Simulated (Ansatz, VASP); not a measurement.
# Cross-check of NbTe2 between VASP and Ansatz, part 2 of 2

One calculation is typed for both programs; each brings its own data sets and cutoff. How far apart do they land?

VASP 6.6.1 and Ansatz 0.2.0.

So far. Step 2 (VASP: single point, LDA): The run ends at a pressure of -5.20 GPa, with forces up to 0.27 eV/Å. Step 3 (Ansatz: single point, LDA): The run ends at a pressure of -5.13 GPa, with forces up to 0.30 eV/Å.

### Step 6. VASP: band structure, LDA

Level of this step: LDA; plane waves and PAW (Nb_sv, Te) (VASP).

Levels along a path test the potential and the projectors away from the mesh points.

Input file INCAR:

```
SYSTEM = NbTe2
PREC = Accurate
ENCUT = 400
EDIFF = 1E-06
NELM = 100
ISMEAR = -1
SIGMA = 0.05
LREAL = .FALSE.
ALGO = Normal
GGA = CA
NBANDS = 25
LASPH = .TRUE.
LORBIT = 11
LWAVE = .FALSE.
LCHARG = .FALSE.
KPAR = 4
```

Input file POSCAR:

```
NbTe2
1.0
    3.7204640793      0.0000000000      0.0000000000
   -1.8602320397      3.2220164065      0.0000000000
    0.0000000000      0.0000000000      7.1482664684
Nb Te
1 2
Direct
    0.0000000000      0.0000000000      0.0000000000
    0.6666666700      0.3333333300      0.7456322300
    0.3333333300      0.6666666700      0.2543677700
```

Input file KPOINTS:

```
Automatic mesh
0
Gamma
9 9 4
0 0 0
```

Input file KPOINTS_OPT:

```
Line mode
16
Line-mode
Reciprocal
  0.00000000   0.00000000   0.00000000 GAMMA
  0.50000000   0.00000000   0.00000000 M

  0.50000000   0.00000000   0.00000000 M
  0.33333333   0.33333333   0.00000000 K

  0.33333333   0.33333333   0.00000000 K
  0.00000000   0.00000000   0.00000000 GAMMA

  0.00000000   0.00000000   0.00000000 GAMMA
  0.00000000   0.00000000   0.50000000 A

  0.00000000   0.00000000   0.50000000 A
  0.50000000   0.00000000   0.50000000 L

  0.50000000   0.00000000   0.50000000 L
  0.33333333   0.33333333   0.50000000 H

  0.33333333   0.33333333   0.50000000 H
  0.00000000   0.00000000   0.50000000 A

  0.50000000   0.00000000   0.50000000 L
  0.50000000   0.00000000   0.00000000 M

  0.33333333   0.33333333   0.00000000 K
  0.33333333   0.33333333   0.50000000 H
```

Potentials, in the order of the species: Nb_sv and Te (LDA family, release 64).

Launch:

```bash
$ mpirun -np 4 vasp_std
```

Numbers of over 12 decimals in the logs are rounded to 6 here.

The log of the run:

```text
[banner, memory and clock lines left out]
running    4 mpi-ranks, on    1 nodes
[...]
LDA part: xc-table for (Slater(with rela. corr.)+CA(PZ))
 , standard interpolation
 POSCAR, INCAR and KPOINTS ok, starting setup
[...]
entering main loop
       N       E                     dE             d eps       ncg     rms          rms(c)
DAV:   1     0.147122421830E+03    0.14712E+03   -0.94033E+03  2206   0.709E+02
DAV:   2    -0.114781027485E+02   -0.15860E+03   -0.15254E+03  2969   0.240E+02
DAV:   3    -0.204962990476E+02   -0.90182E+01   -0.88719E+01  3300   0.477E+01
DAV:   4    -0.209445703664E+02   -0.44827E+00   -0.44666E+00  3154   0.109E+01
[...]
DAV:  11    -0.200585112717E+02    0.28285E-04   -0.10569E-04  3039   0.735E-02    0.368E-02
DAV:  12    -0.200585122324E+02   -0.96071E-06   -0.21906E-05  3048   0.227E-02    0.146E-02
DAV:  13    -0.200585122311E+02    0.13360E-08   -0.90899E-07  1843   0.551E-03
   1 F= -.20058512E+02 E0= -.20048835E+02  d E =-.193554E-01
 Start KPOINTS_OPT (optional k-point list driver)
k-point batch [1-43\144]
       N       E                     dE             ncg
DAV:   1    -0.216627047484E+04   -0.26001E+05     2278
DAV:   2    -0.856423740050E+04   -0.63980E+04     2956
DAV:   3    -0.893551080332E+04   -0.37127E+03     3284
DAV:   4    -0.895176736076E+04   -0.16257E+02     3009
DAV:   5    -0.895225584193E+04   -0.48848E+00     3102
DAV:   6    -0.895226460243E+04   -0.87605E-02     3137
DAV:   7    -0.895226478944E+04   -0.18702E-03     3034
DAV:   8    -0.895226479216E+04   -0.27141E-05     2391
DAV:   9    -0.895226479242E+04   -0.26068E-06     2036
[...]
k-point batch [130-144\144]
       N       E                     dE             ncg
DAV:   1     0.145683784903E+05   -0.13045E+05      854
DAV:   2     0.126739107008E+05   -0.18945E+04     1033
DAV:   3     0.125757950013E+05   -0.98116E+02     1028
DAV:   4     0.125690219949E+05   -0.67730E+01     1180
DAV:   5     0.125689363728E+05   -0.85622E-01     1003
DAV:   6     0.125689333426E+05   -0.30301E-02     1148
DAV:   7     0.125689333143E+05   -0.28355E-04     1003
DAV:   8     0.125689333135E+05   -0.79747E-06      907
```

Parts of OUTCAR (step 6):

```text
  Total       -2.9346904     -2.9346904     -2.3916099      0.0000000     -0.0000000      0.0000000
  in kB      -54.8715561    -54.8715561    -44.7172740      0.0000000     -0.0000000      0.0000000
  external PRESSURE =     -51.4867954 kB  Pullay stress =       0.0000000 kB

 POSITION                                       TOTAL-FORCE (eV/Angst)
 -----------------------------------------------------------------------------------
      0.00000      0.00000      0.00000         0.000000      0.000000     -0.000000
      1.86023      1.07401      5.32998        -0.000000     -0.000000      0.300079
     -0.00000      2.14801      1.81829         0.000000      0.000000     -0.300079
 -----------------------------------------------------------------------------------
    total drift:                                0.000000      0.000000      0.000000

  FREE ENERGIE OF THE ION-ELECTRON SYSTEM (eV)
  ---------------------------------------------------
  free  energy   TOTEN  =       -20.0585122311 eV

  energy  without entropy=      -20.0391568302  energy(sigma->0) =      -20.04883453

[... 1 part as in an earlier step ...]

[... 2 further parts left out ...]
[key lines of the parts left out:]
E-fermi :   6.9024
```

The run ends at a pressure of -5.15 GPa, with forces up to 0.30 eV/Å.

### Step 7. Ansatz: band structure, LDA

The same cell, functional (in two slightly different forms), mesh and smearing now go to Ansatz, which takes its cutoff from its data sets.

Input file input.yaml:

```yaml
crystal:
  lattice:
    - [3.7204640793, 0.0, 0.0]
    - [-1.8602320397, 3.2220164065, 0.0]
    - [0.0, 0.0, 7.1482664684]
  atoms:
    - { symbol: Nb, position: [0.0, 0.0, 0.0] }
    - { symbol: Te, position: [0.66666667, 0.33333333, 0.74563223] }
    - { symbol: Te, position: [0.33333333, 0.66666667, 0.25436777] }
hamiltonian:
  xc: lda
  pseudopotentials: { kind: paw }
kpoints:
  mp_grid: { grid: [9, 9, 4] }
  band_path:
    path:
      - [0.0, 0.0, 0.0]
      - [0.13333, 0.0, 0.0]
      - [0.3, 0.0, 0.0]
      - [0.46667, 0.0, 0.0]
      - [0.46667, 0.06667, 0.0]
      - [0.41111, 0.17778, 0.0]
      - [0.35556, 0.28889, 0.0]
      - [0.28889, 0.28889, 0.0]
      - [0.17778, 0.17778, 0.0]
      - [0.06667, 0.06667, 0.0]
      - [0.0, 0.0, 0.03333]
      - [0.0, 0.0, 0.2]
      - [0.0, 0.0, 0.36667]
      - [0.0, 0.0, 0.5]
      - [0.16667, 0.0, 0.5]
      - [0.3, 0.0, 0.5]
      - [0.46667, 0.0, 0.5]
      - [0.46667, 0.06667, 0.5]
      - [0.41111, 0.17778, 0.5]
      - [0.35556, 0.28889, 0.5]
      - [0.28889, 0.28889, 0.5]
      - [0.17778, 0.17778, 0.5]
      - [0.06667, 0.06667, 0.5]
      - [0.5, 0.0, 0.46667]
      - [0.5, 0.0, 0.3]
      - [0.5, 0.0, 0.13333]
      - [0.33333, 0.33333, 0.0]
      - [0.33333, 0.33333, 0.16667]
      - [0.33333, 0.33333, 0.33333]
      - [0.33333, 0.33333, 0.5]
    npoints: 1
scf:
  occupations: { method: fermi_dirac, width: 0.05 }
  n_extra_bands: 7
output:
  forces: true
  stress: true
  eigenvalues: true
```

Launch:

```bash
$ ansatz run input.yaml --threads 2 --pin off --max-ram 4608MiB --backend cpu --events-out ev --progress --plain --runs-dir out
```

The log of the run:

```text
[...]
Crystal: 3 atoms, lattice volume = 85.689 Å³
Basis set: ecut = 420 eV, 1703 PW (Γ)
Bands: 30, of which v1, the nominal top of the filled ones, is band 23 counted from 1 (22 counted from 0)
Symmetry: 12 space group operations
[...]
k-points: 43 of 324
[...]
k-point 0: bands = [... 19 lower, 9.7105, 9.9070, 10.3634, 10.3634, 11.3028, 11.3028, 13.8391, 13.8391, ... 3 higher]
  k-point 1: bands = [... 19 lower, 8.4596, 10.3607, 10.3607, 10.5868, 11.2290, 11.2290, 13.9693, 13.9693, ... 3 higher]
  k-point 2: bands = [... 19 lower, 8.2091, 10.3582, 10.3582, 10.7877, 11.1595, 11.1595, 14.0992, 14.0992, ... 3 higher]
  k-point 42: bands = [... 19 lower, 7.2266, 7.8635, 7.8635, 11.1240, 11.1240, 11.4256, 13.8189, 13.8189, ... 3 higher]
[key lines of the parts left out:]
SCF converged after 7 iterations
Free energy (F): -18098.183049 eV
Fermi energy:    10.367522 eV
P = ⅓ Tr σ = -5.0782 GPa (-50.782 kbar)
```

Wall time 4.2 s (2 threads of Intel Xeon Platinum 8488C (Sapphire Rapids), shared host); peak memory 0.45 GiB.

### Step 8. Differences

Compared:

| quantity | Ansatz | VASP | difference |
| --- | --- | --- | --- |
| pressure (GPa) | -5.08 | -5.15 | +0.07 |

Forces (eV/Å; atoms numbered as in POSCAR):

| atom | Ansatz x, y, z | VASP x, y, z |
| --- | --- | --- |
| Nb1 | 0.000, 0.000, 0.000 | 0.000, 0.000, 0.000 |
| Te2 | 0.000, 0.000, 0.323 | 0.000, 0.000, 0.300 |
| Te3 | 0.000, 0.000, -0.323 | 0.000, 0.000, -0.300 |

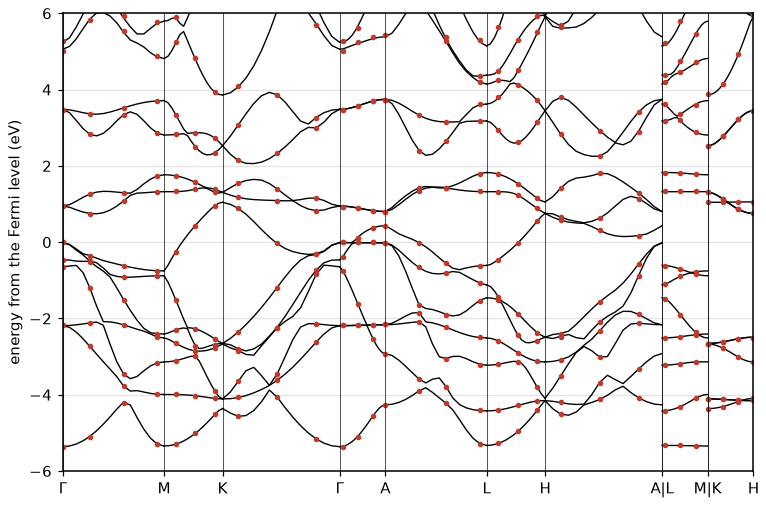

Bands from VASP (lines) and levels from Ansatz (dots). Dots without a line are higher empty bands that the VASP plot leaves out.

The forces differ by 11 meV/Å r.m.s., which is 7.7 % of the r.m.s. force of 0.14 eV/Å (both taken over all components). Levels from 3 eV below to 2 eV above the Fermi level differ by 6 meV r.m.s. and 14 meV at most; each VASP level is matched to the nearest of Ansatz, which flatters the figure a little. Ansatz's pressure holds a Pulay correction of 0.03 GPa; VASP's holds none.

### Step 9. What came out

```json
{
  "r.m.s. force difference (single point, LDA)": "11 meV/Å",
  "r.m.s. difference of levels near the Fermi level (band structure, LDA)": "6.4 meV",
  "r.m.s. force difference (band structure, LDA)": "11 meV/Å"
}
```

What this shows: The r.m.s. force difference is 11 meV/Å (single point, LDA), within the 12 meV/Å picked in this series as the mark of a large difference. For single point, LDA: no further run halves the r.m.s. force difference; only Ansatz's side was varied. The all-electron run, which needs no data set, lies 10 meV/Å from VASP, against 11 for Ansatz's PAW result. Differences of this kind measure data sets and numerical settings, not the functional's error against experiment.

[Lines on the potential files, build, host, timing and source positions are cut from VASP's logs without a mark.]

[Logs are printed without paths, hosts, clocks, repeated set-up lines and the standing remarks that a program may print on its own settings, such as how far it seeks lower states.]

[Hosts, paths, dates, database ids (printed as entryN), source tags and the programs' standing remarks are cut or masked in the printed files.]
